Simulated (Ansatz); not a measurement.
CH6ClNOSi (SMILES CO[SiH](N)Cl)

Input

```
crystal:
  periodic: [false, false, false]
  atoms:
    - {symbol: C, position_ang: [-1.201376, 1.472205, -0.166385]}
    - {symbol: O, position_ang: [-0.495651, 0.323170, -0.581228]}
    - {symbol: Si, position_ang: [0.460734, -0.566620, 0.395780]}
    - {symbol: N, position_ang: [1.212022, -1.847029, -0.411201]}
    - {symbol: Cl, position_ang: [1.933562, 0.671553, 1.129690]}
    - {symbol: H, position_ang: [-0.513816, 2.282844, 0.093643]}
    - {symbol: H, position_ang: [-1.839264, 1.261906, 0.699714]}
    - {symbol: H, position_ang: [-1.834462, 1.797906, -0.992775]}
    - {symbol: H, position_ang: [-0.330930, -1.080366, 1.534573]}
    - {symbol: H, position_ang: [0.700016, -2.685100, -0.632477]}
    - {symbol: H, position_ang: [1.974566, -1.687568, -1.048733]}
basis:
  gaussian: {orbitals: def2-TZVPP}
hamiltonian: {xc: pbe0, dispersion: d4}
output: {orbitals: {seedname: orbitals}}
```

Launched as:

```sh
ansatz run in.yaml --threads 4 --pin off --events-out ev --progress --plain --max-ram 10444MiB
```

Geometry: PBE0-D4/def2-TZVP.

The calculation used RKS PBE0-D4/def2-TZVPP in Ansatz 0.2.0.

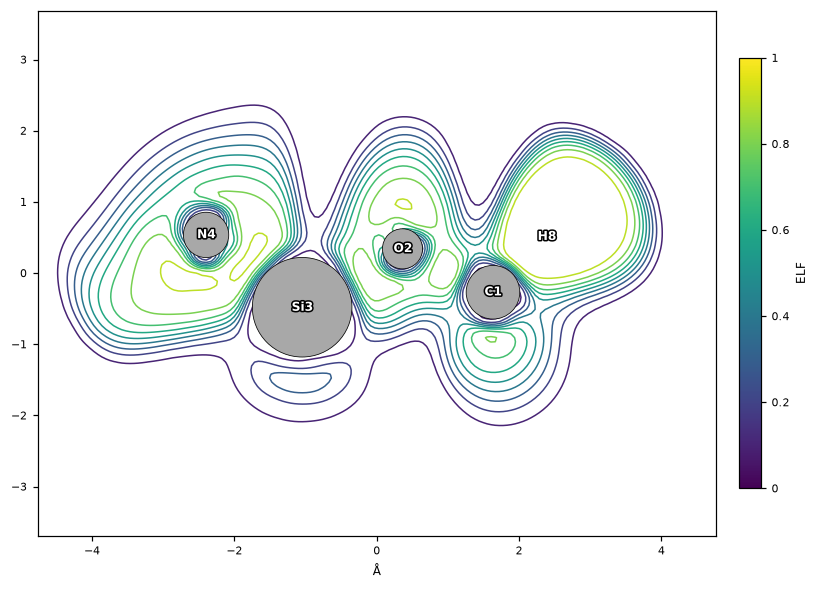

Figure 1. Electron localisation function on the plane of atoms O2, Si3 and N4. Grey discs cover the atomic cores.

Read the bonding off the picture.

- The plane passes through C, O, Si, N and H nuclei.
- C–O (1.41 Å): the ELF peaks at about 0.85 between the atoms; a polar covalent bond.
- Si–O (1.63 Å): the ELF peaks at about 0.85 between the atoms, as expected for a shared but strongly polarised pair.
- Si–N (1.69 Å): the ELF peaks at about 0.90 between the atoms: a polar covalent bond.
- C–H (1.09 Å): the ELF climbs to about 1 towards the hydrogen, as it does in any bond to H (an ordinary covalent bond to hydrogen).
- The ELF also peaks beside O2, away from the bonds: lone-pair regions.

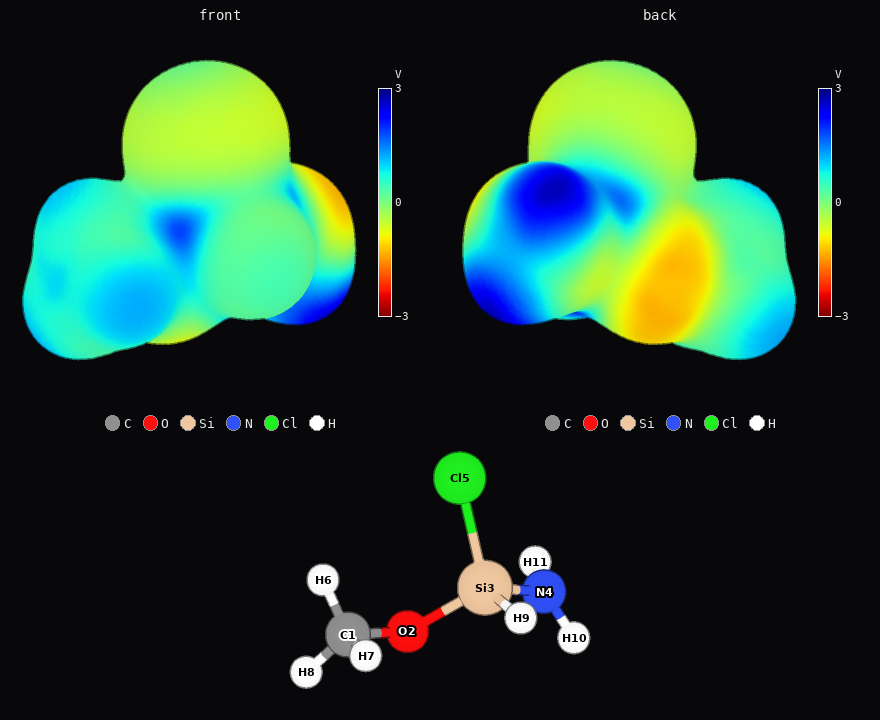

Figure 2. The electrostatic potential painted on the density surface at 0.004 e/bohr³, seen from the front and from behind; the colour scale runs from red (negative) to blue (positive). The bare structure is drawn below in the same view.

Which sites attract a positive test charge, and which a negative one?

A positive charge is drawn to the negative regions and a negative charge to the positive ones. The most negative region (about −1.3 V) lies over O2 and N4, the most positive (about +2.7 V) over H10 and H11.

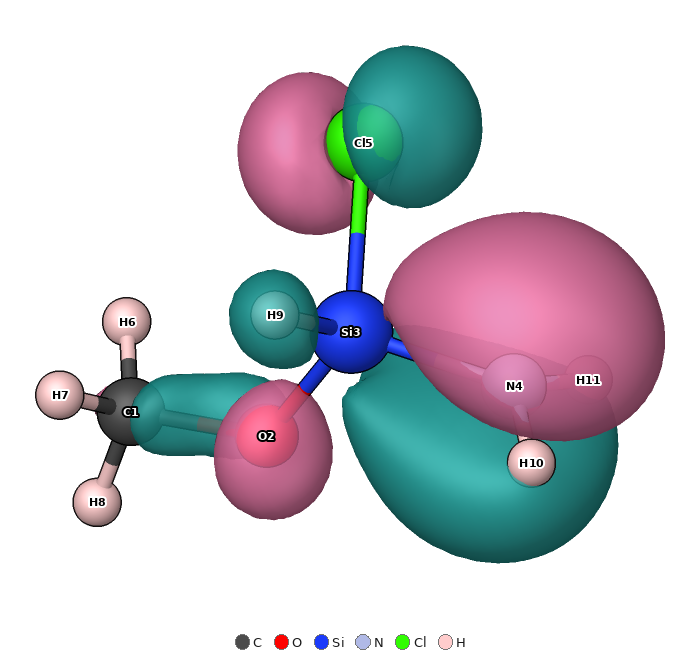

Figure 3. The HOMO at ±0.08 Å⁻³ᐟ² (teal and pink are the two phases), seen at a tilt.

What is the character of this orbital?

It lies mainly on N4 (about 65 %), Si3 (about 10 %) and Cl5 (about 10 %). Its energy is −8.01 eV.
